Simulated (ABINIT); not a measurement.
# BiH3 (Pm-3m): zone-centre phonons, part 3 of 4

Which modes does BiH3 (Pm-3m) have at the zone centre?

ABINIT 10.8.3; DFT PBEsol, scalar-relativistic, plane waves, PseudoDojo norm-conserving pseudopotentials.

So far. Step 5 (Relaxation): The volume changes by -1.0 % in this run and stands -30.5 % from the first cell. Step 7 (Linear response at Γ): The acoustic modes at Γ come out as far as 1.0 cm⁻¹ from zero, where they should vanish, a small numerical error. The lowest optical mode is imaginary, 1490i cm⁻¹, an instability at this level and on this k mesh. The relaxed cell has a = 4.175 Å (conventional setting).

The structure was built from a prototype and need not be the compound's stable phase.

**8. Zone-centre analysis**

anaddb reads the merged derivatives and imposes the acoustic sum rule.

Input file anaddb.abi:

```
ddb_filepath "gamma_DDB"
output_file "anaddb.abo"
outdata_prefix "anaddb"
asr 1
chneut 1
enunit 2
eivec 1
nph1l 1
qph1l 0.0 0.0 0.0 1.0
```

Input file mrgddb.in:

```
gamma_DDB
merged
2
dfpt_gammao_DDB
gso_DDB
```

Launch:

```bash
mrgddb < mrgddb.in > mrgddb.log
OMP_NUM_THREADS=1 anaddb anaddb.abi > anaddb.log
```

anaddb.abo, the main output file:

```text
-outvars_anaddb: echo values of input variables ----------------------

 Miscellaneous information :
      enunit         2
       eivec         1
         asr         1
 First list of wavevector (reduced coord.) :
       nph1l         1
       qph1l
                     0.00000000E+00  0.00000000E+00  0.00000000E+00    1.000E+00

================================================================================

 read the DDB information and perform some checks

  ==== Info on the Cryst% object ====
 Real(R)+Recip(G) space primitive vectors, cartesian coordinates (Bohr,Bohr^-1):
 R(1)=  7.8895307  0.0000000  0.0000000  G(1)=  0.1267503  0.0000000  0.0000000
 R(2)=  0.0000000  7.8895307  0.0000000  G(2)=  0.0000000  0.1267503  0.0000000
 R(3)=  0.0000000  0.0000000  7.8895307  G(3)=  0.0000000  0.0000000  0.1267503
 Unit cell volume ucvol=  4.9108143E+02 bohr^3
 Angles (23,13,12)=  9.00000000E+01  9.00000000E+01  9.00000000E+01 degrees
 Time-reversal symmetry is present
 Reduced atomic positions [iatom, xred, symbol]:
    1)    0.0000000  0.0000000  0.0000000  Bi
    2)    0.5000000  0.0000000  0.0000000   H
    3)    0.0000000  0.5000000  0.0000000   H
    4)    0.0000000  0.0000000  0.5000000   H

 DDB file with 3 blocks has been read.

================================================================================

 Treat the first list of vectors

  Phonon wavevector (reduced coordinates) :  0.00000  0.00000  0.00000
 Phonon energies in Hartree :
  -6.787983E-03 -6.787983E-03 -6.787983E-03  0.000000E+00  0.000000E+00
   0.000000E+00  1.847961E-03  1.847961E-03  1.847961E-03  2.044420E-03
   2.044420E-03  2.044420E-03
 Phonon energies in meV     :
- -1.847104E+02 -1.847104E+02 -1.847104E+02  0.000000E+00  0.000000E+00
-  0.000000E+00  5.028559E+01  5.028559E+01  5.028559E+01  5.563152E+01
-  5.563152E+01  5.563152E+01
 Phonon frequencies in cm-1    :
- -1.489790E+03 -1.489790E+03 -1.489790E+03  0.000000E+00  0.000000E+00
-  0.000000E+00  4.055807E+02  4.055807E+02  4.055807E+02  4.486984E+02
-  4.486984E+02  4.486984E+02
 Phonon frequencies in Thz     :
- -4.466278E+01 -4.466278E+01 -4.466278E+01  0.000000E+00  0.000000E+00
-  0.000000E+00  1.215900E+01  1.215900E+01  1.215900E+01  1.345164E+01
-  1.345164E+01  1.345164E+01
 Phonon energies in Kelvin  :
- -2.143475E+03 -2.143475E+03 -2.143475E+03  0.000000E+00  0.000000E+00
-  0.000000E+00  5.835401E+02  5.835401E+02  5.835401E+02  6.455769E+02
-  6.455769E+02  6.455769E+02

 Eigendisplacements
 (will be given, for each mode : in cartesian coordinates
   for each atom the real part of the displacement vector,
   then the imaginary part of the displacement vector - absolute values smaller than 1.0d-7 are set to zero)
  Mode number    1   Energy   -6.787983E-03
 Attention : low frequency mode.
   (Could be unstable or acoustic mode)
-  1  1.10109746E-04  0.00000000E+00  0.00000000E+00
-     0.00000000E+00  0.00000000E+00  0.00000000E+00
-  2 -2.32732952E-02  0.00000000E+00  0.00000000E+00
-     0.00000000E+00  0.00000000E+00  0.00000000E+00
-  3  2.21892668E-04 -7.94441456E-07  0.00000000E+00
-     0.00000000E+00  0.00000000E+00  0.00000000E+00
-  4  2.21892668E-04  0.00000000E+00  0.00000000E+00
-     0.00000000E+00  0.00000000E+00  0.00000000E+00
  Mode number    2   Energy   -6.787983E-03
 Attention : low frequency mode.
   (Could be unstable or acoustic mode)
-  1  0.00000000E+00 -1.10109746E-04  0.00000000E+00
-     0.00000000E+00  0.00000000E+00  0.00000000E+00
-  2 -7.94441456E-07 -2.21892668E-04  0.00000000E+00
-     0.00000000E+00  0.00000000E+00  0.00000000E+00
-  3  0.00000000E+00  2.32732952E-02  0.00000000E+00
-     0.00000000E+00  0.00000000E+00  0.00000000E+00
-  4  0.00000000E+00 -2.21892668E-04  0.00000000E+00
-     0.00000000E+00  0.00000000E+00  0.00000000E+00
  Mode number    3   Energy   -6.787983E-03
 Attention : low frequency mode.
   (Could be unstable or acoustic mode)
-  1  0.00000000E+00  0.00000000E+00  1.10109746E-04
-     0.00000000E+00  0.00000000E+00  0.00000000E+00
-  2  0.00000000E+00  0.00000000E+00  2.21892668E-04
-     0.00000000E+00  0.00000000E+00  0.00000000E+00
-  3  0.00000000E+00  0.00000000E+00  2.21892668E-04
-     0.00000000E+00  0.00000000E+00  0.00000000E+00
-  4  0.00000000E+00  0.00000000E+00 -2.32732953E-02
-     0.00000000E+00  0.00000000E+00  0.00000000E+00
  Mode number    4   Energy    0.000000E+00
 Attention : low frequency mode.
   (Could be unstable or acoustic mode)
-  1  0.00000000E+00  0.00000000E+00  1.60859875E-03
-     0.00000000E+00  0.00000000E+00  0.00000000E+00
-  2  0.00000000E+00  0.00000000E+00  1.60859876E-03
-     0.00000000E+00  0.00000000E+00  0.00000000E+00
-  3  0.00000000E+00  0.00000000E+00  1.60859876E-03
-     0.00000000E+00  0.00000000E+00  0.00000000E+00
-  4  0.00000000E+00  0.00000000E+00  1.60859870E-03
-     0.00000000E+00  0.00000000E+00  0.00000000E+00
  Mode number    5   Energy    0.000000E+00
 Attention : low frequency mode.
   (Could be unstable or acoustic mode)
-  1  2.46264121E-07 -1.60859873E-03  0.00000000E+00
-     0.00000000E+00  0.00000000E+00  0.00000000E+00
-  2  2.46264113E-07 -1.60859874E-03  0.00000000E+00
-     0.00000000E+00  0.00000000E+00  0.00000000E+00
-  3  2.46264122E-07 -1.60859868E-03  0.00000000E+00
-     0.00000000E+00  0.00000000E+00  0.00000000E+00
-  4  2.46264122E-07 -1.60859874E-03  0.00000000E+00
-     0.00000000E+00  0.00000000E+00  0.00000000E+00
  Mode number    6   Energy    0.000000E+00
 Attention : low frequency mode.
   (Could be unstable or acoustic mode)
-  1  1.60859873E-03  2.46264124E-07  0.00000000E+00
-     0.00000000E+00  0.00000000E+00  0.00000000E+00
-  2  1.60859868E-03  2.46264125E-07  0.00000000E+00
-     0.00000000E+00  0.00000000E+00  0.00000000E+00
-  3  1.60859874E-03  2.46264116E-07  0.00000000E+00
-     0.00000000E+00  0.00000000E+00  0.00000000E+00
-  4  1.60859874E-03  2.46264125E-07  0.00000000E+00
-     0.00000000E+00  0.00000000E+00  0.00000000E+00
  Mode number    7   Energy    1.847961E-03
-  1  0.00000000E+00  0.00000000E+00  0.00000000E+00
-     0.00000000E+00  0.00000000E+00  0.00000000E+00
-  2  0.00000000E+00  4.92083226E-07 -1.64963404E-02
-     0.00000000E+00  0.00000000E+00  0.00000000E+00
-  3 -4.60644164E-07  0.00000000E+00  1.64963404E-02
-     0.00000000E+00  0.00000000E+00  0.00000000E+00
-  4  4.60644164E-07 -4.92083225E-07  0.00000000E+00
-     0.00000000E+00  0.00000000E+00  0.00000000E+00
  Mode number    8   Energy    1.847961E-03
-  1  0.00000000E+00  0.00000000E+00  0.00000000E+00
-     0.00000000E+00  0.00000000E+00  0.00000000E+00
-  2  0.00000000E+00  1.64963404E-02  4.92069690E-07
-     0.00000000E+00  0.00000000E+00  0.00000000E+00
-  3  4.84714635E-07  0.00000000E+00 -4.92069690E-07
-     0.00000000E+00  0.00000000E+00  0.00000000E+00
-  4 -4.84714635E-07 -1.64963404E-02  0.00000000E+00
-     0.00000000E+00  0.00000000E+00  0.00000000E+00
  Mode number    9   Energy    1.847961E-03
-  1  0.00000000E+00  0.00000000E+00  0.00000000E+00
-     0.00000000E+00  0.00000000E+00  0.00000000E+00
-  2  0.00000000E+00  4.84700894E-07  4.60658622E-07
-     0.00000000E+00  0.00000000E+00  0.00000000E+00
-  3 -1.64963404E-02  0.00000000E+00 -4.60658622E-07
-     0.00000000E+00  0.00000000E+00  0.00000000E+00
-  4  1.64963404E-02 -4.84700895E-07  0.00000000E+00
-     0.00000000E+00  0.00000000E+00  0.00000000E+00
  Mode number   10   Energy    2.044420E-03
-  1  0.00000000E+00  0.00000000E+00 -1.59112256E-04
-     0.00000000E+00  0.00000000E+00  0.00000000E+00
-  2  0.00000000E+00  3.14748376E-07  1.64162243E-02
-     0.00000000E+00  0.00000000E+00  0.00000000E+00
-  3 -5.91234526E-07  0.00000000E+00  1.64162243E-02
-     0.00000000E+00  0.00000000E+00  0.00000000E+00
-  4 -5.91234526E-07  3.14748376E-07  1.56953490E-04
-     0.00000000E+00  0.00000000E+00  0.00000000E+00
  Mode number   11   Energy    2.044420E-03
-  1  0.00000000E+00  1.59112256E-04  0.00000000E+00
-     0.00000000E+00  0.00000000E+00  0.00000000E+00
-  2  0.00000000E+00 -1.64162243E-02  3.14727958E-07
-     0.00000000E+00  0.00000000E+00  0.00000000E+00
-  3 -5.66925392E-07 -1.56953490E-04  3.14727958E-07
-     0.00000000E+00  0.00000000E+00  0.00000000E+00
-  4 -5.66925392E-07 -1.64162243E-02  0.00000000E+00
-     0.00000000E+00  0.00000000E+00  0.00000000E+00
  Mode number   12   Energy    2.044420E-03
-  1  1.59112256E-04  0.00000000E+00  0.00000000E+00
-     0.00000000E+00  0.00000000E+00  0.00000000E+00
-  2 -1.56953490E-04  5.66914057E-07 -5.91245396E-07
-     0.00000000E+00  0.00000000E+00  0.00000000E+00
-  3 -1.64162243E-02  0.00000000E+00 -5.91245396E-07
-     0.00000000E+00  0.00000000E+00  0.00000000E+00
-  4 -1.64162243E-02  5.66914056E-07  0.00000000E+00
-     0.00000000E+00  0.00000000E+00  0.00000000E+00

 Analysis of degeneracies and characters (maximum tolerance=1.00E-06 a.u.)
 For each vibration mode, or group of modes if degenerate,
 the characters are given for each symmetry operation (see the list in the log file).
 Symmetry characters of vibration mode #   1
       degenerate with vibration modes #   2 to    3
  3.0 -3.0 -1.0  1.0 -1.0  1.0 -1.0  1.0  1.0 -1.0 -1.0  1.0  1.0 -1.0 -1.0  1.0
  0.0 -0.0  0.0 -0.0 -0.0  0.0 -0.0  0.0  1.0 -1.0 -1.0  1.0 -1.0  1.0  1.0 -1.0
  0.0 -0.0 -0.0  0.0 -0.0  0.0  0.0 -0.0  1.0 -1.0  1.0 -1.0 -1.0  1.0 -1.0  1.0
 Symmetry characters of vibration mode #   4
       degenerate with vibration modes #   5 to    6
  3.0 -3.0 -1.0  1.0 -1.0  1.0 -1.0  1.0  1.0 -1.0 -1.0  1.0  1.0 -1.0 -1.0  1.0
 -0.0  0.0 -0.0  0.0  0.0 -0.0  0.0 -0.0  1.0 -1.0 -1.0  1.0 -1.0  1.0  1.0 -1.0
 -0.0  0.0  0.0 -0.0  0.0 -0.0 -0.0  0.0  1.0 -1.0  1.0 -1.0 -1.0  1.0 -1.0  1.0
 Symmetry characters of vibration mode #   7
       degenerate with vibration modes #   8 to    9
  3.0 -3.0 -1.0  1.0 -1.0  1.0 -1.0  1.0 -1.0  1.0  1.0 -1.0 -1.0  1.0  1.0 -1.0
 -0.0  0.0  0.0 -0.0  0.0 -0.0 -0.0  0.0 -1.0  1.0  1.0 -1.0  1.0 -1.0 -1.0  1.0
 -0.0  0.0  0.0 -0.0 -0.0  0.0  0.0 -0.0 -1.0  1.0 -1.0  1.0  1.0 -1.0  1.0 -1.0
 Symmetry characters of vibration mode #  10
       degenerate with vibration modes #  11 to   12
  3.0 -3.0 -1.0  1.0 -1.0  1.0 -1.0  1.0  1.0 -1.0 -1.0  1.0  1.0 -1.0 -1.0  1.0
 -0.0  0.0 -0.0  0.0  0.0 -0.0  0.0 -0.0  1.0 -1.0 -1.0  1.0 -1.0  1.0  1.0 -1.0
 -0.0  0.0  0.0 -0.0  0.0 -0.0 -0.0  0.0  1.0 -1.0  1.0 -1.0 -1.0  1.0 -1.0  1.0
-
```

Run time: 0.78 s. Hardware: 1 thread of Intel Xeon at 2.70GHz, shared host.

No LO-TO term; unit eigenvectors of the mass-weighted matrix, from anaddb's displacements. Modes at Γ, with each element's share of the kinetic energy (negative means imaginary):

| mode | frequency (cm⁻¹) | symmetry | Bi % | H % |
| --- | --- | --- | --- | --- |
| 1 | -1489.8 | T1u | 0 | 100 |
| 2 | -1489.8 | T1u | 0 | 100 |
| 3 | -1489.8 | T1u | 0 | 100 |
| 4 | 0.0 | acoustic | 99 | 1 |
| 5 | 0.0 | acoustic | 99 | 1 |
| 6 | 0.0 | acoustic | 99 | 1 |
| 7 | 405.6 | T2u | 0 | 100 |
| 8 | 405.6 | T2u | 0 | 100 |
| 9 | 405.6 | T2u | 0 | 100 |
| 10 | 448.7 | T1u | 1 | 99 |
| 11 | 448.7 | T1u | 1 | 99 |
| 12 | 448.7 | T1u | 1 | 99 |

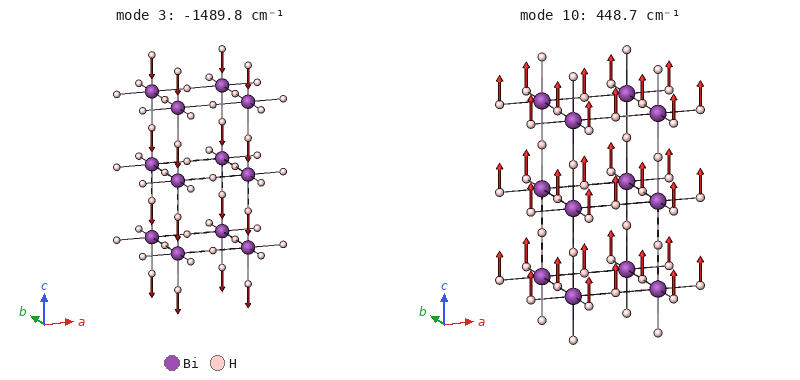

Displacement patterns of modes 3 and 10 at Γ; arrows are exaggerated. 1×1×2 cells are drawn. Some periodic images of atoms are drawn too.

The rule moves no optical mode by more than 0.1 cm⁻¹.

(Part 3 of 4 ends here.)

[Host names and launcher messages were left out of these logs when they were recorded.]

[Logs are printed without paths, hosts, clocks, repeated set-up lines and the standing remarks that a program may print on its own settings, such as how far it seeks lower states.]

[Hosts, paths, dates, database ids (printed as entryN), source tags and the programs' standing remarks are cut or masked in the printed files.]
